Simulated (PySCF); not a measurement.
# C5H13PSi: a tour of settings, part 3 of 3

PySCF 2.14.0. Atoms count from 0.

### 5 Nuclear shieldings: PBE0/6-31G

Job settings and geometry (Å):

```
{"job": {"kind": "nmr", "xc": "PBE0", "basis": "6-31G", "pop": true, "scf": {"aux": "def2-qzvpp-jkfit", "guess": "sap"}}, "charge": 0, "multiplicity": 1}
C     -1.534400    -1.009214    -0.739729
C     -1.296287    -0.160468     0.505388
C     -1.062244     1.309729     0.146591
C      0.297883     1.463519    -0.533606
Si     1.405250     0.209457     0.380982
P      2.442445    -1.153691    -1.071973
C     -0.054887    -0.653144     1.256657
H     -0.635770    -1.052145    -1.352414
H     -1.799530    -2.026937    -0.459692
H     -2.345853    -0.598892    -1.337942
H     -2.182314    -0.235451     1.147334
H     -1.062487     1.893326     1.069760
H     -1.868128     1.687644    -0.485772
H      0.645958     2.491827    -0.463565
H      0.221087     1.226457    -1.594780
H      2.305529     0.859535     1.352769
H      3.120888    -1.857372    -0.093836
H      3.511682    -0.302302    -1.280477
H     -0.105396    -0.340455     2.299262
H     -0.008573    -1.740743     1.252007
```

Method: GIAO PBE0/6-31G NMR shielding, non-relativistic, gas phase.

Output:

```text
final grid: 149728 points
cycle   1  E = -733.5024253708  dE =  8.088e+01  |g| = 6.927e+00  |ddm| = 2.407e+02
cycle   2  E = -614.8907795347  dE =  1.186e+02  |g| = 8.732e+00  |ddm| = 2.441e+02
cycle   3  E = -818.9191806605  dE = -2.040e+02  |g| = 4.645e+00  |ddm| = 3.902e+01
cycle   4  E = -810.9797629539  dE =  7.939e+00  |g| = 5.739e+00  |ddm| = 2.664e+01
cycle   5  E = -825.9141669810  dE = -1.493e+01  |g| = 2.118e+00  |ddm| = 2.260e+01
cycle   6  E = -828.2264049280  dE = -2.312e+00  |g| = 1.003e+00  |ddm| = 1.104e+01
cycle   7  E = -827.8667712831  dE =  3.596e-01  |g| = 1.309e+00  |ddm| = 4.509e+00
cycle   8  E = -828.4705268844  dE = -6.038e-01  |g| = 4.929e-01  |ddm| = 4.196e+00
cycle   9  E = -828.5513746120  dE = -8.085e-02  |g| = 2.274e-01  |ddm| = 9.068e-01
cycle  10  E = -828.5719200441  dE = -2.055e-02  |g| = 9.995e-02  |ddm| = 7.314e-01
cycle  11  E = -828.5752433414  dE = -3.323e-03  |g| = 1.452e-02  |ddm| = 1.725e-01
cycle  12  E = -828.5753021965  dE = -5.886e-05  |g| = 7.491e-03  |ddm| = 3.680e-02
cycle  13  E = -828.5753179298  dE = -1.573e-05  |g| = 1.065e-03  |ddm| = 1.051e-02
cycle  14  E = -828.5753182779  dE = -3.481e-07  |g| = 1.724e-04  |ddm| = 2.235e-03
cycle  15  E = -828.5753182874  dE = -9.502e-09  |g| = 4.873e-05  |ddm| = 4.316e-04
cycle  16  E = -828.5753182883  dE = -8.361e-10  |g| = 1.075e-05  |ddm| = 1.073e-04
converged SCF energy = -828.5753182883

GIAO shielding tensors (ppm)
atom      isotropic    diamagn.    paramagn.     s11        s22        s33       span
  0 C      178.658     246.672     -68.014    155.542    179.274    201.159     45.617
  1 C      165.007     237.412     -72.405    145.329    171.103    178.590     33.261
  2 C      164.624     242.233     -77.609    140.563    166.766    186.541     45.979
  3 C      188.755     248.061     -59.306    171.084    188.965    206.216     35.132
  4 Si     432.508     879.527    -447.019    377.014    454.307    466.204     89.189
  5 P      673.783     966.942    -293.159    621.803    661.928    737.618    115.815
  6 C      178.999     247.714     -68.715    163.459    171.796    201.742     38.283
  7 H       31.081      28.892       2.190     24.935     33.610     34.699      9.765
  8 H       31.813      30.421       1.392     27.555     28.934     38.949     11.394
  9 H       32.031      30.506       1.525     27.041     29.069     39.983     12.942
 10 H       30.403      31.115      -0.712     26.222     26.851     38.136     11.914
 11 H       31.240      30.948       0.292     25.936     28.758     39.025     13.089
 12 H       30.908      30.740       0.168     25.569     28.404     38.752     13.182
 13 H       31.942      30.614       1.327     26.177     29.245     40.403     14.225
 14 H       31.861      30.137       1.724     27.562     29.401     38.619     11.057
 15 H       28.536      30.200      -1.664     24.495     26.120     34.993     10.498
 16 H       32.252      30.624       1.627     26.366     29.153     41.236     14.871
 17 H       32.221      30.536       1.686     26.300     28.878     41.486     15.185
 18 H       31.764      31.083       0.681     25.881     28.854     40.558     14.677
 19 H       32.253      30.920       1.332     27.970     29.988     38.800     10.830
```

Wall time 29 s (1 thread of Arm Neoverse N1, shared host); peak memory 0.59 GiB.

This run: δ C2 37.1, C1 36.7, C0 23.1, C6 22.7, H15 4.53, H10 2.67 ppm.

### 6 TDDFT and polarisability: PBE0/pcseg-1

The job, as its differences from that of step 5:

```diff
@@ -1,2 +1,2 @@
-{"job": {"kind": "nmr", "xc": "PBE0", "basis": "6-31G", "pop": true, "scf": {"aux": "def2-qzvpp-jkfit", "guess": "sap"}}, "charge": 0, "multiplicity": 1}
+{"job": {"kind": "uv", "xc": "PBE0", "basis": "pcseg-1", "nstates": 6, "ntriplets": 0, "tda": true, "scf": {"damp": 0.2}, "grid": 3}, "charge": 0, "multiplicity": 1}
 C     -1.534400    -1.009214    -0.739729
```

Method: TDA PBE0/pcseg-1, vertical, gas phase, core orbitals frozen in the response.

Output:

```text
damping 0.20 in the first 6 cycles
final grid: 236456 points
cycle   1  E = -828.6041365264  dE =  5.902e-01  |g| = 4.225e-01  |ddm| = 4.283e+00
cycle   2  E = -828.6225270420  dE = -1.839e-02  |g| = 3.463e-01  |ddm| = 8.219e-01
cycle   3  E = -828.6304949773  dE = -7.968e-03  |g| = 3.034e-01  |ddm| = 6.931e-01
cycle   4  E = -828.6352416544  dE = -4.747e-03  |g| = 2.713e-01  |ddm| = 6.242e-01
cycle   5  E = -828.6390261597  dE = -3.785e-03  |g| = 2.454e-01  |ddm| = 5.679e-01
cycle   6  E = -828.6234851858  dE =  1.554e-02  |g| = 3.423e-01  |ddm| = 6.542e-01
cycle   7  E = -828.5955641916  dE =  2.792e-02  |g| = 4.739e-01  |ddm| = 8.949e-01
cycle   8  E = -828.6550510972  dE = -5.949e-02  |g| = 9.205e-03  |ddm| = 5.052e-01
cycle   9  E = -828.6550672203  dE = -1.612e-05  |g| = 5.402e-03  |ddm| = 1.689e-02
cycle  10  E = -828.6550749728  dE = -7.752e-06  |g| = 3.765e-04  |ddm| = 6.425e-03
cycle  11  E = -828.6550750018  dE = -2.909e-08  |g| = 2.200e-04  |ddm| = 7.750e-04
cycle  12  E = -828.6550750154  dE = -1.360e-08  |g| = 2.440e-05  |ddm| = 3.043e-04
cycle  13  E = -828.6550750156  dE = -1.555e-10  |g| = 9.865e-06  |ddm| = 4.903e-05
converged SCF energy = -828.6550750156

Static polarisability (au): isotropic 101.220, principal 89.849 96.899 116.911

Singlet excitations
state   eV       nm        f      main configurations
  1   6.6590    186.2   0.01493   H->L+1 0.90
  2   7.1285    173.9   0.22955   H->L 0.77
  3   7.1895    172.5   0.09658   H->L+2 0.94
  4   7.3079    169.7   0.02362   H->L+3 0.83
  5   7.4603    166.2   0.00037   H-1->L 0.88
  6   7.6720    161.6   0.11559   H-2->L 0.82
```

It took 57 s on 1 thread of Arm Neoverse N1, shared host; peak memory 0.81 GiB.

This run: HOMO -7.37 eV, LUMO 0.50 eV; lowest singlet 6.66 eV.

### 7 Side by side: NMR shifts

Shifts (ppm) of some atoms, chosen among heavy atoms and hydrogens apart, means over like atoms, with basis size and wall time:

```csv
run,C2,C1,C3,H15,H16,Si4,P5,functions,time
PBE0/pcSseg-1,38.4,38.2,10.9,4.96,1.23,-7.7,-297.1,198,54 s
PBE0/6-31G,37.1,36.7,13.0,4.53,0.83,9.5,-18.7,97,29 s
```

### 8 Side by side: electronic excitations

Excitations and ground-state properties, with basis size and wall time:

```csv
run,lowest singlet (eV),brightest (eV),f,gap (eV),α (Å³),μ (D),functions,time
PBE0/def2-SVPD,6.51,6.99,0.219,7.67,16.31,0.89,252,84 s
PBE0/pcseg-1,6.66,7.13,0.230,7.87,15.00,0.99,171,57 s
```

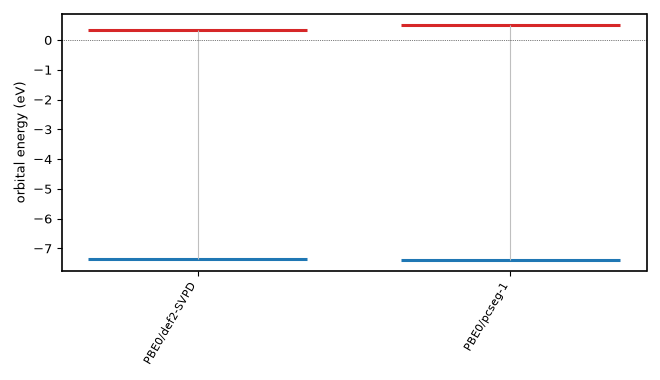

HOMO (blue) and LUMO (red) run by run.

### 9 Summary of results

What follows sums up all 3 parts.

```
                                                              quantity                                                           value
                                13C shifts against TMS (PBE0/pcSseg-1)                                38.4, 38.2, 24.0, 21.5, 10.9 ppm
1H shifts against TMS (PBE0/pcSseg-1, means over atoms taken as alike)  4.96, 2.42, 1.91, 1.53, 1.23, 1.10, 1.07, 1.04, 0.87, 0.61 ppm
                               29Si shifts against TMS (PBE0/pcSseg-1)                                                        -7.7 ppm
                              31P shifts against H3PO4 (PBE0/pcSseg-1)                                                      -297.1 ppm
                                       lowest singlet (PBE0/def2-SVPD)                                     6.51 eV (191 nm), f = 0.008
                              brightest single state of those computed                                     state 3, 6.99 eV, f = 0.219
                                                        lowest triplet                                                         5.62 eV
                     largest coupling of the table (BHandHLYP/IGLO-II)                                        1J(P,H) P5–H16, 202.4 Hz
                                              range of the shift of P5                                             -297.1 to -18.7 ppm
                                           range of the lowest singlet                                                 6.51 to 6.66 eV
```

In words: Single values in the summary come from the first run of each kind that ended normally (PBE0/pcSseg-1; PBE0/def2-SVPD; BHandHLYP/IGLO-II), which need not be the best level. At PBE0/pcSseg-1: Shielding is most anisotropic at P5 (span 110 ppm, paramagnetic term -351 ppm). The first singlet state (HOMO→LUMO+1 0.84, HOMO→LUMO 0.08) lies at 6.51 eV and is weak; of the 6 states computed, the strongest absorption comes from state 3 at 6.99 eV. The lowest triplet lies 0.89 eV below the lowest singlet (triplets in Tamm-Dancoff, singlets in full TDDFT). In the run at BHandHLYP/IGLO-II, the largest coupling of the table is P5–H16 (mean over like pairs), 202.4 Hz, of which the Fermi-contact term gives 195.3 Hz. Couplings across rotatable bonds belong to this one conformer; where others are populated, the observed values are averages. In ppm, P5 moves most: its shift spreads over 278.4 ppm, from -297.1 (PBE0/pcSseg-1) to -18.7 (PBE0/6-31G). Most of that comes from the computed reference, not from the atom's own shielding. The lowest singlet runs from 6.51 eV (PBE0/def2-SVPD) to 6.66 eV (PBE0/pcseg-1), while the orbital gap spans 7.67 to 7.87 eV. The lowest state need not be the same one in every run.
